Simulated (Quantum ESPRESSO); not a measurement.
# CrClO: parallel and opposed starts

A self-consistent run ends on one state, which hangs on the start. Several orders of CrClO are started in Quantum ESPRESSO and their energies compared.

Calculated with Quantum ESPRESSO 7.5; LDA with U = 3.5 eV on Cr d (ortho-atomic projectors); plane waves with GBRV 1.5 LDA potentials, no spin-orbit coupling.

## Step 1: Set-up

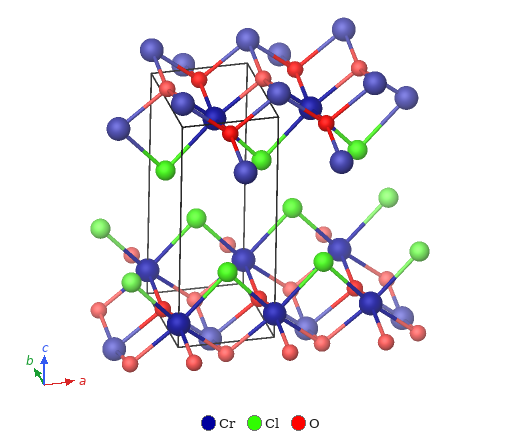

The starting structure, seen slightly off an axis (chromium blue, chlorine green, oxygen red). 2×1×1 cells are drawn. Some periodic images of atoms are drawn too.

The cell comes from Materials Project 2023-11-01, a database of computed structures, and need not be the stable phase.

## Step 2: Start 1: ferro ++

The signs are those of the starting moments on the seeded atoms, the atoms that are given a moment.

File pw.in:

```
&CONTROL
  calculation = 'scf'
  prefix = 'pwscf'
  outdir = './tmp'
  pseudo_dir = './pseudo'
  disk_io = 'nowf'
/
&SYSTEM
  ibrav = 0
  nat = 6
  ntyp = 3
  ecutwfc = 40
  ecutrho = 280
  nbnd = 40
  occupations = 'smearing'
  smearing = 'fd'
  degauss = 0.00367493
  nspin = 2
  starting_magnetization(1) = 0.2143
  starting_magnetization(2) = 0
  starting_magnetization(3) = 0
/
&ELECTRONS
  conv_thr = 1.2d-08
  electron_maxstep = 150
  mixing_beta = 0.3
/
ATOMIC_SPECIES
Cr     51.9961 cr_lda_v1.5.uspp.F.UPF
Cl     35.4500 cl_lda_v1.4.uspp.F.UPF
O      15.9990 o_lda_v1.2.uspp.F.UPF
CELL_PARAMETERS angstrom
   3.1900756200    0.0000000000    0.0000000000
   0.0000000000    3.8665605400    0.0000000000
   0.0000000000    0.0000000000    7.9524604400
ATOMIC_POSITIONS crystal
Cr      0.0000000000    0.0000000000    0.1060403200
Cr      0.5000000000    0.5000000000    0.8939596800
Cl      0.0000000000    0.5000000000    0.6814219400
Cl      0.5000000000    0.0000000000    0.3185780600
O       0.5000000000    0.0000000000    0.9478179000
O       0.0000000000    0.5000000000    0.0521821000
K_POINTS automatic
6 6 6 0 0 0
HUBBARD {ortho-atomic}
U Cr-3d 3.5000
```

Command:

```
$ OMP_NUM_THREADS=1 mpirun -n 4 pw.x -nk 4 -in pw.in > pw.out
```

Output:

```text
Program PWSCF v.7.5 starts

     Message from routine setup:
     using ibrav=0 with symmetry is DISCOURAGED, use correct ibrav instead

     K-points division:     npool     =       4
     Subspace diagonalization in iterative solution of the eigenvalue problem:

     G-vector sticks info
     --------------------
     sticks:   dense  smooth     PW     G-vecs:    dense   smooth      PW
     Sum         983     565    173                52363    22633    3901

     Using Slab Decomposition

     bravais-lattice index     =            0
     lattice parameter (alat)  =       6.0284  a.u.
     unit-cell volume          =     661.9481 (a.u.)^3
     number of atoms/cell      =            6
     number of atomic types    =            3
     number of electrons       =        54.00
     number of Kohn-Sham states=           40
     kinetic-energy cutoff     =      40.0000  Ry
     charge density cutoff     =     280.0000  Ry
     scf convergence threshold =      1.2E-08
     mixing beta               =       0.3000
     number of iterations used =            8  plain     mixing
     Exchange-correlation= SLA  PZ   NOGX NOGC
                           (   1   1   0   0   0   0   0)
     Hubbard projectors: ortho-atomic
     Hubbard parameters of DFT+U (Dudarev formulation) in eV:
     U(Cr-3d) =  3.5000

     Internal variables: lda_plus_u =T, lda_plus_u_kind = 0

     Internal variables: orbital_resolved =F, hub_pot_fix =F, apply_U = F

     celldm(1)=   6.028369  celldm(2)=   0.000000  celldm(3)=   0.000000
     celldm(4)=   0.000000  celldm(5)=   0.000000  celldm(6)=   0.000000

     crystal axes: (cart. coord. in units of alat)
               a(1) = (   1.000000   0.000000   0.000000 )
               a(2) = (   0.000000   1.212059   0.000000 )
               a(3) = (   0.000000   0.000000   2.492875 )

     reciprocal axes: (cart. coord. in units 2 pi/alat)
               b(1) = (  1.000000  0.000000  0.000000 )
               b(2) = (  0.000000  0.825042  0.000000 )
               b(3) = (  0.000000  0.000000  0.401143 )

     PseudoPot. # 1 for Cr read from file:
     cr_lda_v1.5.uspp.F.UPF
     Pseudo is Ultrasoft + core correction, Zval = 14.0
     Generated by new atomic code, or converted to UPF format
     Using radial grid of  857 points,  6 beta functions with:
                l(1) =   0
                l(2) =   0
                l(3) =   1
                l(4) =   1
                l(5) =   2
                l(6) =   2
     Q(r) pseudized with  8 coefficients,  rinner =    0.950   0.950   0.950
                                                       0.950   0.950

     PseudoPot. # 2 for Cl read from file:
     cl_lda_v1.4.uspp.F.UPF
     Pseudo is Ultrasoft + core correction, Zval =  7.0
     Generated by new atomic code, or converted to UPF format
     Using radial grid of  909 points,  6 beta functions with:
                l(1) =   0
                l(2) =   0
                l(3) =   1
                l(4) =   1
                l(5) =   2
                l(6) =   2
     Q(r) pseudized with  8 coefficients,  rinner =    1.300   1.300   1.300
                                                       1.300   1.300

     PseudoPot. # 3 for O  read from file:
     o_lda_v1.2.uspp.F.UPF
     Pseudo is Ultrasoft + core correction, Zval =  6.0
     Generated by new atomic code, or converted to UPF format
     Using radial grid of  737 points,  5 beta functions with:
                l(1) =   0
                l(2) =   0
                l(3) =   1
                l(4) =   1
                l(5) =   2
     Q(r) pseudized with  8 coefficients,  rinner =    0.900   0.900   0.900
                                                       0.900   0.900

     atomic species   valence    mass     pseudopotential
     Cr               14.00    51.99610     Cr( 1.00)
     Cl                7.00    35.45000     Cl( 1.00)
     O                 6.00    15.99900     O ( 1.00)

     Starting magnetic structure
     atomic species   magnetization
     Cr              0.214
     Cl              0.000
     O               0.000

      8 Sym. Ops., with inversion, found ( 4 have fractional translation)

   Cartesian axes

     site n.     atom                  positions (alat units)
         1        Cr     tau(   1) = (   0.0000000   0.0000000   0.2643453  )
         2        Cr     tau(   2) = (   0.5000000   0.6060296   2.2285299  )
         3        Cl     tau(   3) = (   0.0000000   0.6060296   1.6986999  )
         4        Cl     tau(   4) = (   0.5000000   0.0000000   0.7941753  )
         5        O      tau(   5) = (   0.5000000   0.0000000   2.3627917  )
         6        O      tau(   6) = (   0.0000000   0.6060296   0.1300835  )

     number of k points=    64  Fermi-Dirac smearing, width (Ry)=  0.0037
                       cart. coord. in units 2pi/alat
        k(    1) = (   0.0000000   0.0000000   0.0000000), wk =   0.0046296
        k(    2) = (   0.0000000   0.0000000   0.0668572), wk =   0.0092593
        k(    3) = (   0.0000000   0.0000000   0.1337144), wk =   0.0092593
        k(    4) = (   0.0000000   0.0000000  -0.2005716), wk =   0.0046296
        k(    5) = (   0.0000000   0.1375070   0.0000000), wk =   0.0092593
        [... 59 further k-points ...]

     Dense  grid:    52363 G-vectors     FFT dimensions: (  36,  40,  81)

     Smooth grid:    22633 G-vectors     FFT dimensions: (  30,  30,  64)

     Check: negative core charge=   -0.000005
     Generating pointlists ...
     new r_m :   0.2560 (alat units)  1.5436 (a.u.) for type    1
     new r_m :   0.3005 (alat units)  1.8116 (a.u.) for type    2
     new r_m :   0.2560 (alat units)  1.5436 (a.u.) for type    3

     Initial potential from superposition of free atoms

     starting charge      52.0000, renormalised to      54.0000

     negative rho (up, down):  1.558E-02 1.545E-02

     STARTING HUBBARD OCCUPATIONS:

     =================== HUBBARD OCCUPATIONS ===================
     ------------------------ ATOM    1 ------------------------
     Tr[ns(  1)] (up, down, total) =   3.40000  0.00000  3.40000
     Atomic magnetic moment for atom   1 =   3.40000
     [... lines left out ...]
     ------------------------ ATOM    2 ------------------------
     Tr[ns(  2)] (up, down, total) =   3.40000  0.00000  3.40000
     Atomic magnetic moment for atom   2 =   3.40000
     [... lines left out ...]
     Number of occupied Hubbard levels =    6.8000

     Atomic wfc used for Hubbard projectors are orthogonalized

     Starting wfcs are   36 randomized atomic wfcs +    4 random wfcs

     Self-consistent Calculation

     iteration #  1     ecut=    40.00 Ry     beta= 0.30
     Davidson diagonalization with overlap
     ethr =  1.00E-02,  avg # of iterations =  6.5

     =================== HUBBARD OCCUPATIONS ===================
     ------------------------ ATOM    1 ------------------------
     Tr[ns(  1)] (up, down, total) =   3.47023  0.37772  3.84794
     Atomic magnetic moment for atom   1 =   3.09251
     [... lines left out ...]
     ------------------------ ATOM    2 ------------------------
     Tr[ns(  2)] (up, down, total) =   3.47023  0.37772  3.84794
     Atomic magnetic moment for atom   2 =   3.09251
     [... lines left out ...]
     Number of occupied Hubbard levels =    7.6959

     negative rho (up, down):  1.443E-02 1.663E-02

     total energy              =    -481.93462674 Ry
     estimated scf accuracy    <       1.47419822 Ry

     total magnetization       =     6.00 Bohr mag/cell
     absolute magnetization    =     6.50 Bohr mag/cell

     iteration #  2     ecut=    40.00 Ry     beta= 0.30
     Davidson diagonalization with overlap
     ethr =  2.73E-03,  avg # of iterations =  2.1

     negative rho (up, down):  1.427E-02 1.752E-02

     total energy              =    -482.19509621 Ry
     estimated scf accuracy    <       0.12607712 Ry

     total magnetization       =     6.00 Bohr mag/cell
     absolute magnetization    =     6.36 Bohr mag/cell

     iteration #  3     ecut=    40.00 Ry     beta= 0.30
     Davidson diagonalization with overlap
     ethr =  2.33E-04,  avg # of iterations =  4.0

     negative rho (up, down):  1.406E-02 1.852E-02

     total energy              =    -482.21042008 Ry
     estimated scf accuracy    <       0.03703766 Ry

     total magnetization       =     6.00 Bohr mag/cell
     absolute magnetization    =     6.41 Bohr mag/cell

     [... further iterations left out ...]

     iteration #  9     ecut=    40.00 Ry     beta= 0.30
     Davidson diagonalization with overlap
     ethr =  7.15E-09,  avg # of iterations =  4.1

     negative rho (up, down):  1.385E-02 2.017E-02

     total energy              =    -482.21730065 Ry
     estimated scf accuracy    <       0.00000337 Ry

     total magnetization       =     6.00 Bohr mag/cell
     absolute magnetization    =     6.46 Bohr mag/cell

     iteration # 10     ecut=    40.00 Ry     beta= 0.30
     Davidson diagonalization with overlap
     ethr =  6.25E-09,  avg # of iterations =  2.0

     negative rho (up, down):  1.384E-02 2.016E-02

     total energy              =    -482.21730142 Ry
     estimated scf accuracy    <       0.00000050 Ry

     total magnetization       =     6.00 Bohr mag/cell
     absolute magnetization    =     6.46 Bohr mag/cell

     iteration # 11     ecut=    40.00 Ry     beta= 0.30
     Davidson diagonalization with overlap
     ethr =  9.28E-10,  avg # of iterations =  2.0

     negative rho (up, down):  1.384E-02 2.016E-02

     total energy              =    -482.21730156 Ry
     estimated scf accuracy    <       0.00000012 Ry

     total magnetization       =     6.00 Bohr mag/cell
     absolute magnetization    =     6.46 Bohr mag/cell

     iteration # 12     ecut=    40.00 Ry     beta= 0.30
     Davidson diagonalization with overlap
     ethr =  2.28E-10,  avg # of iterations =  2.0

     negative rho (up, down):  1.384E-02 2.016E-02

     Magnetic moment per site  (integrated on atomic sphere of radius R)
     atom   1 (R=0.256)  charge= 10.8752  magn=  2.5055
     atom   2 (R=0.256)  charge= 10.8752  magn=  2.5055
     atom   3 (R=0.301)  charge=  5.0281  magn= -0.0254
     atom   4 (R=0.301)  charge=  5.0281  magn= -0.0254
     atom   5 (R=0.256)  charge=  5.4689  magn= -0.0479
     atom   6 (R=0.256)  charge=  5.4689  magn= -0.0479

     End of self-consistent calculation

     =================== HUBBARD OCCUPATIONS ===================
     ------------------------ ATOM    1 ------------------------
     Tr[ns(  1)] (up, down, total) =   3.63728  0.56518  4.20245
     Atomic magnetic moment for atom   1 =   3.07210
     [... lines left out ...]
     ------------------------ ATOM    2 ------------------------
     Tr[ns(  2)] (up, down, total) =   3.63728  0.56518  4.20245
     Atomic magnetic moment for atom   2 =   3.07210
     [... lines left out ...]
     Number of occupied Hubbard levels =    8.4049

     Number of k-points >= 100: set verbosity='high' to print the bands.

     the Fermi energy is     6.5262 ev

!    total energy              =    -482.21730161 Ry
     estimated scf accuracy    <       0.00000001 Ry
     smearing contrib. (-TS)   =      -0.00000000 Ry
     internal energy E=F+TS    =    -482.21730161 Ry

     The total energy is F=E-TS. E is the sum of the following terms:
     one-electron contribution =    -492.43749713 Ry
     hartree contribution      =     264.13030023 Ry
     xc contribution           =     -77.61879160 Ry
     ewald contribution        =    -176.53968915 Ry
     Hubbard energy            =       0.24837604 Ry

     total magnetization       =     6.00 Bohr mag/cell
     absolute magnetization    =     6.46 Bohr mag/cell

     convergence has been achieved in  12 iterations

=------------------------------------------------------------------------------=
   JOB DONE.
=------------------------------------------------------------------------------=
```

Run time: 54 s. Hardware: 4 MPI ranks of Intel Xeon Platinum 8375C at 2.90GHz (Ice Lake), shared host; peak memory 0.82 GiB; 3.6 min of CPU time.

Spin moment in the atom's sphere by atom:

```
atom  spin moment in the atom's sphere (μB)
 Cr1                                   2.51
 Cr2                                   2.51
 Cl3                                  -0.03
 Cl4                                  -0.03
  O5                                  -0.05
  O6                                  -0.05
```

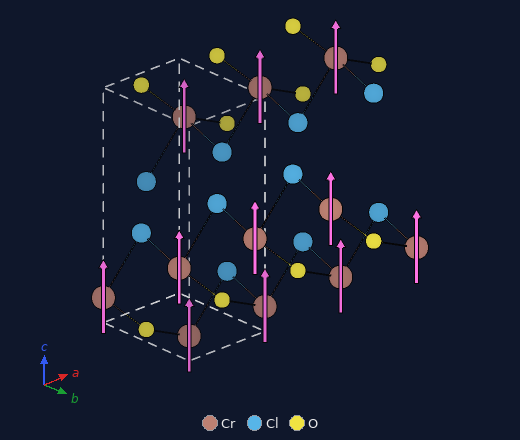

Spin moment in the atom's sphere as arrows, the longest 2.51 μB. Up and down stand for the sign. Arrows give size and sign along the axis of quantisation, drawn up and down the page. 3×1×1 cells are drawn. Some periodic images of atoms are drawn too.

Numbers from this step:

- smearing term TS: 6.14e-9 eV
- magnetization: 6 μB
- absolute magnetization: 6.456 μB
- final state: ferromagnetic

[end of part 1 of 2]

[Logs and program files are shortened in this print: banners, set-up blocks, solver, clock and traceback lines can be left out without a mark of their own.]

[Logs are printed without paths, hosts, clocks, repeated set-up lines and the standing remarks that a program may print on its own settings, such as how far it seeks lower states.]

[Hosts, paths, dates, database ids (printed as entryN), source tags and the programs' standing remarks are cut or masked in the printed files.]

[Where a cell is said to come from a database of computed structures, the database is the Materials Project.]
